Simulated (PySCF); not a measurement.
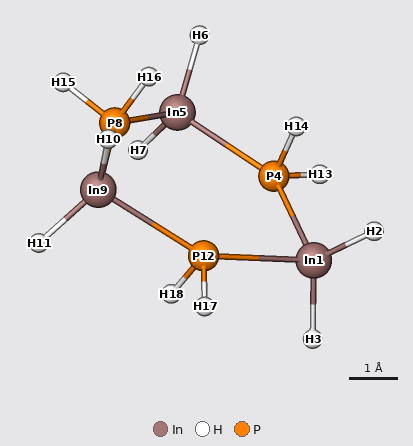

*The starting structure (ball-and-stick view, seen at a tilt; atoms are numbered from 1 in the order of the input). Sticks mark near contacts.*

Bond lengths as drawn: H–In 1.67 to 1.76 Å, H–P 1.25 to 1.46 Å and In–P 2.56 to 2.70 Å.

**In3P3H12: geometry relaxation (part 1 of 2)**

System: In3P3H12.
Method: PBE0-D3(BJ)/def2-SVP geometry optimisation, gas phase (PySCF 2.14.0).

It belongs to a series of runs on one base structure; here: bridge PH2.

## Input file
```
{"job": {"xc": "PBE0", "basis": "def2-SVP", "d3": "d3bj", "grid": 1, "maxiter": 40, "shake": 0.03, "kind": "geom"}, "charge": 0, "multiplicity": 1}
In    -0.325990    -1.174360    -2.664390
H     -0.940350    -2.728960    -2.763860
H     -0.135050    -0.144550    -4.078430
P      1.722410    -1.080520    -0.993610
In     2.607960     0.017800     1.141470
H      3.129720    -1.216920     2.183640
H      3.600270     1.386240     0.790210
P      0.286900     0.768450     2.023140
In    -2.230380     1.354360     1.388410
H     -3.242080     0.342960     2.318750
H     -2.486830     3.008970     1.171930
P     -1.848940     0.393520    -1.075090
H      2.585060    -1.734810    -1.621600
H      1.131640    -2.215490    -0.285910
H      0.400250     1.199790     3.330580
H     -0.095620    -0.484820     2.502790
H     -2.999240     0.760010    -1.825090
H     -1.216050     1.565280    -1.465230
```

The first line tells a small driver script what to run in PySCF; the rest is the geometry in Å.

Hardware: 1 CPU thread, shared host.

Run as:
```bash
OMP_NUM_THREADS=1 python <driver script> task.json out
```

## What the program printed
```
step   0  E = -1600.94215890  max force = 0.095024
step   1  E = -1600.96780833  max force = 0.008207
step   2  E = -1600.97056068  max force = 0.006856
step   3  E = -1600.97505377  max force = 0.009970
step   4  E = -1600.97671537  max force = 0.009438
step   5  E = -1600.97896262  max force = 0.004330
step   6  E = -1600.97994368  max force = 0.003771
step   7  E = -1600.98086563  max force = 0.003445
step   8  E = -1600.98118823  max force = 0.001128
step   9  E = -1600.98129331  max force = 0.000775
step  10  E = -1600.98133091  max force = 0.001516
step  11  E = -1600.98133823  max force = 0.001477
step  12  E = -1600.98136504  max force = 0.000928
step  13  E = -1600.98139784  max force = 0.000623
step  14  E = -1600.98142172  max force = 0.001132
step  15  E = -1600.98144764  max force = 0.000866
step  16  E = -1600.98148358  max force = 0.000602
step  17  E = -1600.98150528  max force = 0.000613
step  18  E = -1600.98151954  max force = 0.000717
step  19  E = -1600.98152832  max force = 0.000451
step  20  E = -1600.98153654  max force = 0.000357
optimisation converged
```

## Trajectory as extended XYZ (Å, eV, eV/Å), 21 frames, from step=0 to step=20
```
18
Properties=species:S:1:pos:R:3:forces:R:3 step=0 energy=-43563.85508
In   -0.3260   -1.1744   -2.6644   -0.1218   1.1775  -0.2866
H    -0.9404   -2.7290   -2.7639   -0.1337  -0.6809   0.1595
H    -0.1351   -0.1446   -4.0784    0.1061  -0.1284   0.3220
P     1.7224   -1.0805   -0.9936   -4.8863   1.8085   2.6685
In    2.6080    0.0178    1.1415    0.6478   0.7615   0.1209
H     3.1297   -1.2169    2.1836    0.0070  -0.3866   0.2142
H     3.6003    1.3862    0.7902   -0.0801   0.0637  -0.0925
P     0.2869    0.7684    2.0231   -0.6120  -0.0707  -0.6522
In   -2.2304    1.3544    1.3884    0.0985  -0.3337  -0.2789
H    -3.2421    0.3430    2.3188   -0.0218  -0.2550   0.1589
H    -2.4868    3.0090    1.1719    0.0601   0.5081  -0.0989
P    -1.8489    0.3935   -1.0751   -0.1757  -0.3445   0.0617
H     2.5851   -1.7348   -1.6216    4.0558  -2.8700  -2.6141
H     1.1316   -2.2155   -0.2859    0.4548   0.4572  -0.3418
H     0.4002    1.1998    3.3306    0.3666   0.6566   0.8270
H    -0.0956   -0.4848    2.5028   -0.1751  -0.7854  -0.0050
H    -2.9992    0.7600   -1.8251   -0.1948  -0.2709   0.0404
H    -1.2161    1.5653   -1.4652    0.6044   0.6931  -0.2029
18
Properties=species:S:1:pos:R:3:forces:R:3 step=1 energy=-43564.55304
In   -0.3732   -1.1341   -2.6526   -0.2110  -0.0093  -0.1477
H    -0.9982   -2.7534   -2.7217    0.1061   0.1020   0.1443
H    -0.1261   -0.1229   -4.0262    0.0923   0.0636  -0.0139
P     1.6883   -1.1137   -1.0055   -0.4220  -0.2539   0.1049
In    2.6099    0.0504    1.1547    0.4167   0.2531   0.0688
H     3.1394   -1.2189    2.2183   -0.1197   0.0147  -0.0923
H     3.5646    1.4401    0.7720   -0.0954   0.0024  -0.0599
P     0.2409    0.7542    2.0242   -0.2568  -0.3936   0.3482
In   -2.2490    1.3449    1.3666   -0.1769   0.1199  -0.0480
H    -3.2514    0.2919    2.3072    0.1047  -0.0137  -0.0451
H    -2.4761    3.0544    1.1627    0.0870  -0.1136  -0.0079
P    -1.8497    0.4247   -1.0862    0.1672   0.3767  -0.1391
H     2.7393   -1.8221   -1.6385    0.1146   0.0081  -0.0420
H     1.1610   -2.2403   -0.3139    0.1113  -0.0924   0.0504
H     0.4480    1.2509    3.3451    0.0464   0.1073  -0.1231
H    -0.1314   -0.5464    2.4872    0.0713   0.0491  -0.0554
H    -3.0206    0.7379   -1.8349   -0.0285  -0.1407   0.0554
H    -1.1721    1.6192   -1.4808   -0.0071  -0.0796   0.0024
18
Properties=species:S:1:pos:R:3:forces:R:3 step=2 energy=-43564.62793
In   -0.3868   -1.1221   -2.6481   -0.0712   0.0323  -0.1705
H    -1.0087   -2.7328   -2.6788    0.0320   0.0102   0.0893
H    -0.0825   -0.1207   -4.0242    0.0560   0.0063   0.0427
P     1.6592   -1.1417   -0.9854   -0.0897  -0.3526   0.0919
In    2.6108    0.0717    1.1535    0.2200   0.2247  -0.0544
H     3.1434   -1.1940    2.2060   -0.0625  -0.0297  -0.0244
H     3.5257    1.4723    0.7337   -0.0700   0.0196  -0.0518
P     0.2233    0.7318    2.0412   -0.1292  -0.3240   0.2300
In   -2.2550    1.3362    1.3522   -0.0772   0.0540  -0.0188
H    -3.2483    0.2672    2.2722    0.0383  -0.0437  -0.0218
H    -2.4535    3.0414    1.1672    0.0534  -0.0120  -0.0148
P    -1.8388    0.4536   -1.1044    0.1590   0.3127  -0.1009
H     2.7337   -1.8358   -1.6238   -0.0970   0.1558   0.0488
H     1.1742   -2.2820   -0.2833    0.0670  -0.0390   0.0219
H     0.4461    1.2650    3.3445    0.0000   0.0514  -0.0938
H    -0.1247   -0.5720    2.5082    0.0573   0.0585   0.0059
H    -3.0173    0.7353   -1.8503   -0.0282  -0.0692   0.0337
H    -1.1572    1.6435   -1.5028   -0.0580  -0.0554  -0.0130
18
Properties=species:S:1:pos:R:3:forces:R:3 step=3 energy=-43564.75020
In   -0.4053   -1.1118   -2.6348    0.1294  -0.0806   0.0378
H    -1.0587   -2.6980   -2.5542   -0.0985  -0.0472  -0.0388
H     0.0901   -0.1741   -3.9933    0.0040  -0.0096  -0.0029
P     1.5670   -1.2345   -0.8917    0.5127  -0.2990  -0.0663
In    2.5961    0.1582    1.1304   -0.1794   0.0143  -0.1835
H     3.1765   -1.0875    2.1696    0.0676  -0.0049   0.0523
H     3.3556    1.5973    0.5787   -0.0272   0.0174  -0.0138
P     0.1715    0.6384    2.0976    0.1100  -0.0638  -0.0600
In   -2.2632    1.3032    1.3055    0.1122  -0.0714   0.0503
H    -3.2574    0.1717    2.1352   -0.0622  -0.0248  -0.0379
H    -2.3716    3.0139    1.1968   -0.0100   0.0705   0.0111
P    -1.7856    0.5636   -1.1755    0.0476   0.0931  -0.0196
H     2.6806   -1.8552   -1.5780   -0.3696   0.2889   0.2158
H     1.2126   -2.4031   -0.1600   -0.0476   0.0169  -0.0307
H     0.4145    1.2786    3.3437   -0.0644  -0.0335   0.0264
H    -0.0900   -0.6632    2.6050   -0.0017   0.0269   0.1093
H    -2.9834    0.7766   -1.9089   -0.0226   0.0696  -0.0043
H    -1.1056    1.7428   -1.5885   -0.1005   0.0370  -0.0451
18
Properties=species:S:1:pos:R:3:forces:R:3 step=4 energy=-43564.79541
In   -0.4024   -1.1271   -2.6248    0.1275  -0.0458   0.1143
H    -1.1100   -2.6892   -2.5141   -0.1089  -0.0168  -0.0660
H     0.1797   -0.2256   -3.9764   -0.0170  -0.0413   0.0160
P     1.5359   -1.2842   -0.8409    0.4853  -0.1668  -0.1159
In    2.5743    0.2050    1.1033   -0.2562  -0.0923  -0.1262
H     3.2220   -1.0016    2.1496    0.0998   0.0272   0.0506
H     3.2350    1.6616    0.4834   -0.0121   0.0282  -0.0098
P     0.1518    0.5824    2.1271    0.1310   0.0199  -0.0742
In   -2.2576    1.2785    1.2876    0.1559  -0.0903   0.0346
H    -3.2785    0.1212    2.0439   -0.0833  -0.0125  -0.0396
H    -2.3277    2.9945    1.2327   -0.0242   0.0616   0.0318
P    -1.7500    0.6238   -1.2103   -0.0016   0.0305  -0.0442
H     2.6566   -1.8548   -1.5462   -0.2874   0.2004   0.1873
H     1.2334   -2.4602   -0.0993   -0.0639   0.0167  -0.0412
H     0.3760    1.2623    3.3548   -0.0424  -0.0303   0.0362
H    -0.0672   -0.7123    2.6680   -0.0259   0.0131   0.0834
H    -2.9541    0.8409   -1.9330   -0.0096   0.0565  -0.0068
H    -1.0734    1.8018   -1.6275   -0.0669   0.0419  -0.0302
18
Properties=species:S:1:pos:R:3:forces:R:3 step=5 energy=-43564.85656
In   -0.3950   -1.1617   -2.5917    0.0493   0.0141   0.2227
H    -1.2479   -2.6524   -2.4733   -0.0766   0.0379  -0.0605
H     0.3195   -0.3378   -3.9258   -0.0051  -0.0458  -0.0204
P     1.4969   -1.3754   -0.7545    0.1402   0.0848  -0.0778
In    2.5111    0.2818    1.0382   -0.2169  -0.1858   0.0428
H     3.3408   -0.7958    2.1021    0.1025   0.0745   0.0093
H     2.9629    1.7615    0.2984   -0.0131   0.0208  -0.0068
P     0.1258    0.4716    2.1769    0.0799   0.1276   0.0078
In   -2.2339    1.2230    1.2615    0.1386  -0.0852  -0.0130
H    -3.3367    0.0384    1.8453   -0.0629   0.0205  -0.0339
H    -2.2502    2.9447    1.3293   -0.0355   0.0097   0.0613
P    -1.6606    0.7338   -1.2610   -0.0870  -0.0204  -0.1121
H     2.6185   -1.8552   -1.4798    0.0592  -0.0365  -0.0055
H     1.2670   -2.5598   -0.0042   -0.0573   0.0026  -0.0313
H     0.2975    1.2035    3.3828    0.0212   0.0053   0.0096
H    -0.0252   -0.8047    2.7800   -0.0589  -0.0183  -0.0128
H    -2.8648    0.9905   -1.9732    0.0009  -0.0173   0.0054
H    -0.9819    1.9110   -1.6733    0.0215   0.0115   0.0153
18
Properties=species:S:1:pos:R:3:forces:R:3 step=6 energy=-43564.88326
In   -0.3879   -1.1762   -2.5725    0.0220   0.0552   0.1486
H    -1.3103   -2.6282   -2.4742   -0.0264   0.0388  -0.0237
H     0.3479   -0.3808   -3.9142   -0.0006  -0.0492  -0.0154
P     1.5145   -1.3994   -0.7451   -0.0978   0.1029   0.0181
In    2.4863    0.2872    1.0275   -0.1090  -0.1173   0.0919
H     3.4019   -0.7153    2.0976    0.0565   0.0671  -0.0196
H     2.8667    1.7731    0.2564   -0.0096   0.0184  -0.0115
P     0.1223    0.4521    2.1925   -0.0074   0.0710   0.0729
In   -2.2243    1.2045    1.2544    0.0906  -0.0480  -0.0524
H    -3.3670    0.0239    1.7706   -0.0260   0.0178  -0.0160
H    -2.2405    2.9262    1.3749   -0.0292  -0.0167   0.0490
P    -1.6368    0.7568   -1.2762   -0.0789   0.0276  -0.0758
H     2.6431   -1.8619   -1.4532    0.1939  -0.0998  -0.1203
H     1.2804   -2.5872   -0.0023   -0.0354   0.0000  -0.0121
H     0.2675    1.1906    3.3981    0.0579   0.0244  -0.0184
H    -0.0284   -0.8184    2.8096   -0.0544  -0.0186  -0.0454
H    -2.8385    1.0358   -1.9851    0.0064  -0.0648   0.0040
H    -0.9530    1.9341   -1.6809    0.0474  -0.0088   0.0262
18
Properties=species:S:1:pos:R:3:forces:R:3 step=7 energy=-43564.90835
In   -0.3729   -1.1874   -2.5359    0.0060   0.0659   0.0539
H    -1.3936   -2.5731   -2.4558    0.0128   0.0069   0.0164
H     0.4042   -0.4574   -3.8900    0.0101  -0.0272  -0.0376
P     1.5332   -1.4325   -0.7250   -0.1562   0.0703   0.0507
In    2.4424    0.3021    1.0223   -0.0155  -0.0219   0.0688
H     3.4818   -0.5781    2.0854    0.0102   0.0313  -0.0206
H     2.7065    1.7932    0.2039   -0.0102   0.0005  -0.0042
P     0.1022    0.4191    2.2162   -0.0328   0.0165   0.0927
In   -2.2158    1.1772    1.2349    0.0051   0.0087  -0.0710
H    -3.4061    0.0022    1.6530    0.0132   0.0023   0.0031
H    -2.2399    2.8926    1.4415   -0.0210  -0.0240   0.0216
P    -1.5870    0.7934   -1.2969   -0.0437   0.0385  -0.0163
H     2.6721   -1.8762   -1.4280    0.1771  -0.1037  -0.1231
H     1.2948   -2.6249    0.0080   -0.0009  -0.0076   0.0064
H     0.2495    1.1793    3.4077    0.0430   0.0110  -0.0219
H    -0.0573   -0.8441    2.8472   -0.0301  -0.0023  -0.0417
H    -2.7793    1.0633   -2.0230    0.0021  -0.0430   0.0062
H    -0.8912    1.9684   -1.6878    0.0308  -0.0223   0.0164
18
Properties=species:S:1:pos:R:3:forces:R:3 step=8 energy=-43564.91712
In   -0.3531   -1.1887   -2.5155    0.0143   0.0580  -0.0248
H    -1.4126   -2.5449   -2.4325    0.0199  -0.0112   0.0284
H     0.4419   -0.5060   -3.8875   -0.0089  -0.0199  -0.0117
P     1.5537   -1.4449   -0.7161   -0.0504   0.0047   0.0334
In    2.4190    0.3106    1.0333    0.0024   0.0149   0.0234
H     3.5147   -0.5040    2.0892   -0.0053   0.0045  -0.0046
H     2.6261    1.8015    0.1948   -0.0090   0.0035  -0.0046
P     0.0818    0.4106    2.2296   -0.0166  -0.0094   0.0414
In   -2.2213    1.1671    1.2151   -0.0219   0.0322  -0.0484
H    -3.4218   -0.0117    1.5916    0.0199  -0.0152   0.0077
H    -2.2652    2.8756    1.4669   -0.0137  -0.0132   0.0012
P    -1.5632    0.8093   -1.3104    0.0011   0.0154   0.0135
H     2.6999   -1.8910   -1.4195    0.0486  -0.0414  -0.0435
H     1.3088   -2.6392    0.0122    0.0080  -0.0021   0.0065
H     0.2414    1.1821    3.4116    0.0156  -0.0038  -0.0059
H    -0.0926   -0.8499    2.8609   -0.0115   0.0027  -0.0130
H    -2.7505    1.0574   -2.0504    0.0010  -0.0094   0.0007
H    -0.8633    1.9832   -1.6955    0.0065  -0.0101   0.0004
18
Properties=species:S:1:pos:R:3:forces:R:3 step=9 energy=-43564.91998
In   -0.3311   -1.1892   -2.5008    0.0130   0.0222  -0.0289
H    -1.4106   -2.5287   -2.4012    0.0123  -0.0149   0.0252
H     0.4792   -0.5506   -3.8844   -0.0098  -0.0045  -0.0103
P     1.5650   -1.4555   -0.6960    0.0399  -0.0162  -0.0085
In    2.3963    0.3306    1.0411   -0.0009   0.0130  -0.0040
H     3.5286   -0.4343    2.0934   -0.0056  -0.0038   0.0071
H     2.5532    1.8177    0.1822   -0.0100  -0.0001  -0.0010
P     0.0593    0.3992    2.2393    0.0052   0.0016   0.0002
In   -2.2296    1.1567    1.1903   -0.0258   0.0291  -0.0119
H    -3.4261   -0.0359    1.5342    0.0159  -0.0204   0.0027
H    -2.2946    2.8583    1.4754   -0.0094  -0.0014  -0.0078
P    -1.5350    0.8264   -1.3254    0.0179  -0.0153   0.0130
H     2.7140   -1.9027   -1.4037   -0.0278   0.0022   0.0187
H     1.3239   -2.6495    0.0343   -0.0001   0.0029   0.0032
H     0.2239    1.1792    3.4143   -0.0056  -0.0112   0.0088
H    -0.1188   -0.8596    2.8716   -0.0034   0.0018   0.0008
H    -2.7180    1.0539   -2.0781   -0.0005   0.0162  -0.0020
H    -0.8362    2.0011   -1.7086   -0.0054  -0.0011  -0.0054
18
Properties=species:S:1:pos:R:3:forces:R:3 step=10 energy=-43564.92101
In   -0.3037   -1.1918   -2.4935    0.0048  -0.0104  -0.0337
H    -1.3820   -2.5313   -2.3693    0.0070  -0.0105   0.0171
H     0.5043   -0.5827   -3.8919   -0.0119   0.0039   0.0011
P     1.5843   -1.4538   -0.6820    0.0780  -0.0287  -0.0187
In    2.3813    0.3486    1.0560    0.0030   0.0154  -0.0179
H     3.5254   -0.3895    2.1139   -0.0052  -0.0073   0.0119
H     2.5150    1.8327    0.1870   -0.0070   0.0012  -0.0001
P     0.0383    0.4024    2.2428    0.0088   0.0003  -0.0231
In   -2.2429    1.1497    1.1648   -0.0196   0.0166   0.0185
H    -3.4224   -0.0639    1.4942    0.0082  -0.0191  -0.0035
H    -2.3372    2.8468    1.4642   -0.0054   0.0041  -0.0145
P    -1.5189    0.8297   -1.3413    0.0297  -0.0182   0.0093
H     2.7384   -1.9084   -1.3815   -0.0655   0.0351   0.0478
H     1.3384   -2.6448    0.0517   -0.0096   0.0058  -0.0006
H     0.1956    1.1804    3.4199   -0.0098  -0.0099   0.0112
H    -0.1453   -0.8580    2.8695    0.0002  -0.0009   0.0065
H    -2.6994    1.0437   -2.1015    0.0018   0.0179  -0.0071
H    -0.8256    2.0070   -1.7253   -0.0074   0.0048  -0.0042
```
